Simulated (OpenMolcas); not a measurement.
Te2 (charge −2): single-point calculation (part 1 of 2)

Te2, charge −2, computed with MP2/cc-pVDZ-PP, RHF (OpenMolcas 26.06).

The geometry comes from this level: GFN2-xTB.

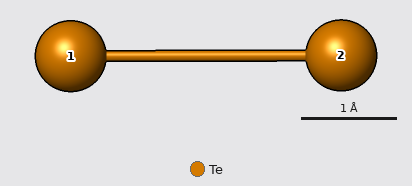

Fig. 1: The structure (ball-and-stick view, seen at a tilt; atoms are numbered from 1 in the order of the input). Bond lengths as drawn: Te–Te 2.85 Å.

**Input**
```
* Te2 MP2

&gateway
 baslib=$CurrDir
 coord
 2
 bohr
 Te     1.97943142     0.67300706     1.69311902
 Te    -1.97943142    -0.67300706    -1.69311902
 basis=cc-pVDZ-PP
 group=NoSym

&seward

&scf
 charge=-2
 prorbitals=1 2

&mbpt2
 frozen=9
```

Launch command:
```bash
export MOLCAS_MEM=1860
pymolcas mol.input > mol.log
```

**Output**
```
--- Start Module: gateway ---

                                              &GATEWAY

                       available to each process: 1.9 GB of memory, 1 thread

 Basis Set     1 Label: TE.CC-PVDZ-PP
 Basis set is read from library:.
 basistype.tbl is not found

++    Symmetry information:
      ---------------------

                    Character Table for C1

                             E
                    a        1  x, y, xy, Rz, z, xz, Ry, yz, Rx, I
--

++    Basis set information:
      ----------------------

      Basis set label: TE.CC-PVDZ-PP....ECP.....

      Electronic valence basis set:
      ------------------
      Associated Effective Charge  24.000000 au
      Associated Actual Charge     52.000000 au
      Nuclear Model: Point charge

      Shell  nPrim  nBasis  Cartesian Spherical Contaminant
         s       8       4        X
         p       6       3        X
         d       6       2                 X

      Pseudo Potential specification:
      =======================================

      Number of Core Electrons:  28

      Potential  nTerms
           H       1
         s-H       2
         p-H       4
         d-H       4
         f-H       2

      Effective Core Potential specification:
      =======================================
--

++    Molecular structure info:
      -------------------------

                    ************************************************
                    **** Cartesian Coordinates / bohr, angstrom ****
                    ************************************************

     Center  Label                x              y              z                     x              y              z
        1      TE1              1.979431       0.673007       1.693119              1.047470       0.356140       0.895960
        2      TE2             -1.979431      -0.673007      -1.693119             -1.047470      -0.356140      -0.895960
--

            Nuclear Potential Energy            107.05107204 au

--- Stop Module: gateway /rc=_RC_ALL_IS_WELL_ ---

--- Start Module: seward ---

                                              &SEWARD

                       available to each process: 1.9 GB of memory, 1 thread

               SEWARD will generate:
                  Multipole Moment integrals up to order  2
                  Kinetic Energy integrals
                  Nuclear Attraction integrals (point charge)
                  One-Electron Hamiltonian integrals modified with ECP contributions
                  Velocity integrals
                  Pseudo Potential integrals
                  Orbital angular momentum around ( -0.0000  -0.0000  -0.0000 )
                  Velocity quadrupole around ( -0.0000  -0.0000  -0.0000 )
                  Two-Electron Repulsion integrals

                   Integrals are discarded if absolute value <: 1.00E-14
                   Integral cutoff threshold is set to       <: 1.00E-16

            Nuclear Potential Energy            107.05107204 au

      Basis set specifications :
      Symmetry species         a
      Basis functions           46

--- Stop Module: seward /rc=_RC_ALL_IS_WELL_ ---

--- Start Module: scf ---

                                                &SCF

                       available to each process: 1.9 GB of memory, 1 thread

++    Input section:
      --------------

      Header of the integral files:

      Cartesian coordinates in angstrom:
      -----------------------------------------------------
      No.  Label        X            Y            Z
      -----------------------------------------------------
       1   TE1        1.04747000   0.35614000   0.89596000
       2   TE2       -1.04747000  -0.35614000  -0.89596000
      -----------------------------------------------------
      Nuclear repulsion energy =  107.05107204
--

++    Orbital specifications:
      -----------------------

      Symmetry species               1
                                     a
      Frozen orbitals                0
      Aufbau                        25
      Start temperature = 0.500
      End temperature   = 0.010
      Temperature Factor= 0.460
      Deleted orbitals               0
      Total number of orbitals      46
      Number of basis functions     46
--

      Molecular charge                          -2.000

++    Optimization specifications:
      ----------------------------

      SCF Algorithm: Conventional
      Minimized density differences are used
      Number of density matrices in core                 5
      Maximum number of NDDO SCF iterations            400
      Maximum number of HF SCF iterations              400
      Threshold for SCF energy change             1.00E-09
      Threshold for density matrix                1.00E-04
      Threshold for Fock matrix                   1.50E-04
      Threshold for linear dependence             1.00E-09
      Threshold at which DIIS is turned on        1.50E-01
      Maximum depth in the DIIS procedure                5
      Maximum depth in the BFGS Hessian update          30
      Threshold at which QNR/C2DIIS is turned on  7.50E-02
      Threshold for Norm(delta) (QNR/C2DIIS)      1.00E-03
      All orbitals punched on: SCFORB
--

      Input vectors read from INPORB
      Orbital file label: *Guess orbitals

++ Convergence information
                                   SCF        iterations: Energy and convergence statistics

Iter     Tot. SCF        One-elec.       Two-elec.     Energy      Max Dij or  Max Fij      DNorm      TNorm      AccCon     Time
         Energy          Energy          Energy        Change      Delta Norm                                                in Sec.
   1  -504.853821321 -1140.240311430   528.335418064   0.00E+00    6.02E-01*   1.84E+01*    1.00E+02   1.41E+02   None         0.
   2  -531.827865261 -1167.491321981   528.612384675  -2.70E+01*   3.30E-02*   3.95E-01*    1.18E+01   1.41E+02   EDIIS        0.
   3  -533.466714788 -1168.039783820   527.521996988  -1.64E+00*   1.29E-02*   1.07E-02*    5.58E+00   1.41E+02   EDIIS        0.
   4  -533.753989931 -1168.432960772   527.627898796  -2.87E-01*   2.28E-02*   8.87E-03*    1.18E+00   1.41E+02   EDIIS        0.
   5  -533.915239502 -1168.642121123   527.675809576  -1.61E-01*   2.70E-02*   1.04E-02*    4.07E-01   1.41E+02   EDIIS        0.
   6  -533.925233080 -1168.814225888   527.837920764  -9.99E-03*   1.05E-02*   4.07E-03*    1.56E-01   1.41E+02   EDIIS        0.

       Fermi aufbau procedure completed!
      nOcc=   25

   7  -533.925407221 -1168.797361527   527.820882261  -1.74E-04*   6.86E-04*   2.02E-03*    2.19E-02   1.41E+02   c2DIIS       0.
   8  -533.925428430 -1168.802957928   527.826457454  -2.12E-05*   2.59E-04    1.34E-04     7.76E-03   1.41E+02   QNRc2DIIS    0.
   9  -533.925428554 -1168.799474034   527.822973436  -1.24E-07*   8.35E-05    2.90E-05     9.02E-04   1.41E+02   QNRc2DIIS    0.
  10  -533.925428567 -1168.799447232   527.822946621  -1.29E-08*   1.92E-05    7.96E-06     1.89E-04   1.41E+02   QNRc2DIIS    0.
  11  -533.925428567 -1168.799813595   527.823312983  -4.45E-10    2.54E-06    1.30E-06     3.18E-05   1.41E+02   QNRc2DIIS    0.

       Convergence after  11 Iterations
--

 *****************************************************************************************************************************
 *                                             SCF/KS-DFT Program, Final results                                             *
 *                                                       Final Results                                                       *
 *****************************************************************************************************************************

::    Total SCF energy                               -533.9254285671
      One-electron energy                           -1168.7998135945
      Two-electron energy                             527.8233129829
      Nuclear repulsion energy                        107.0510720445
      Kinetic energy (interpolated)                   205.5549154387
      Virial theorem                                    2.5974831467
      Total spin, S(S+1)                                0.0000000000
      Total spin, S                                     0.0000000000
      Max non-diagonal density matrix element           0.0000026187
      Max non-diagonal Fock matrix element              0.0000002865

      All orbitals with orbital energies smaller than  E(LUMO)+0.5 are printed

++    Molecular orbitals:
      -------------------

      Title: SCF orbitals

      Molecular orbitals for symmetry species 1: a

      Basis set list:
        1 TE1    1s                 11 TE1    2pz                21 TE1    3d1+               31 TE2    2py                41 TE2    3d0
        2 TE1    1s                 12 TE1    2pz                22 TE1    3d2+               32 TE2    2py                42 TE2    3d0
        3 TE1    1s                 13 TE1    2pz                23 TE1    3d2+               33 TE2    2py                43 TE2    3d1+
        4 TE1    1s                 14 TE1    3d2-               24 TE2    1s                 34 TE2    2pz                44 TE2    3d1+
        5 TE1    2px                15 TE1    3d2-               25 TE2    1s                 35 TE2    2pz                45 TE2    3d2+
        6 TE1    2px                16 TE1    3d1-               26 TE2    1s                 36 TE2    2pz                46 TE2    3d2+
        7 TE1    2px                17 TE1    3d1-               27 TE2    1s                 37 TE2    3d2-
        8 TE1    2py                18 TE1    3d0                28 TE2    2px                38 TE2    3d2-
        9 TE1    2py                19 TE1    3d0                29 TE2    2px                39 TE2    3d1-
       10 TE1    2py                20 TE1    3d1+               30 TE2    2px                40 TE2    3d1-

  Index Energy  Occupation Coefficients ...

    1   -6.6829    2.0000          1 TE1    1s     ( 0.707),    24 TE2    1s     ( 0.707),

    2   -6.6828    2.0000          1 TE1    1s     (-0.707),    24 TE2    1s     ( 0.707),

    3   -4.6566    2.0000          5 TE1    2px    (-0.520),    11 TE1    2pz    (-0.445),    28 TE2    2px    ( 0.520),    34 TE2    2pz    ( 0.445),

    4   -4.6564    2.0000          5 TE1    2px    ( 0.520),    11 TE1    2pz    ( 0.445),    28 TE2    2px    ( 0.520),    34 TE2    2pz    ( 0.445),

    5   -4.6448    2.0000          5 TE1    2px    (-0.461),     8 TE1    2py    ( 0.361),    11 TE1    2pz    ( 0.396),    28 TE2    2px    (-0.461),
                                  31 TE2    2py    ( 0.361),    34 TE2    2pz    ( 0.396),

    6   -4.6448    2.0000          8 TE1    2py    ( 0.582),    11 TE1    2pz    (-0.381),    31 TE2    2py    ( 0.582),    34 TE2    2pz    (-0.381),

    7   -4.6448    2.0000          5 TE1    2px    ( 0.432),    11 TE1    2pz    (-0.549),    28 TE2    2px    (-0.432),    34 TE2    2pz    ( 0.549),

    8   -4.6448    2.0000          8 TE1    2py    (-0.675),    31 TE2    2py    ( 0.675),

    9   -1.5140    2.0000         20 TE1    3d1+   ( 0.565),    22 TE1    3d2+   ( 0.292),    43 TE2    3d1+   ( 0.565),    45 TE2    3d2+   ( 0.292),

   10   -1.5092    2.0000         20 TE1    3d1+   (-0.568),    22 TE1    3d2+   (-0.293),    43 TE2    3d1+   ( 0.568),    45 TE2    3d2+   ( 0.293),

   11   -1.5078    2.0000         18 TE1    3d0    (-0.591),    22 TE1    3d2+   ( 0.322),    41 TE2    3d0    ( 0.591),    45 TE2    3d2+   (-0.322),
```
